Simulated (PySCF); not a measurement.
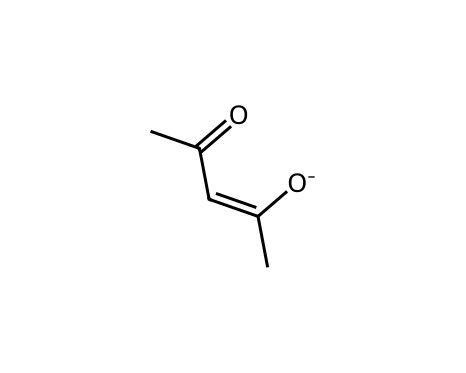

The species has charge −1 and is a spin singlet. The geometry was computed by an optimisation with GFN2-xTB. No frequency run is at hand to confirm it as a minimum. Level of theory: PBE0/def2-SVPD, gas phase (PySCF 2.14.0).

What does the calculation give?

The species is C₅H₇O₂⁻ (`CC(=O)/C=C(/C)[O-]`).
- HOMO energy (Kohn–Sham orbital): −1.12 eV
- mean static polarisability: 83.3 bohr³
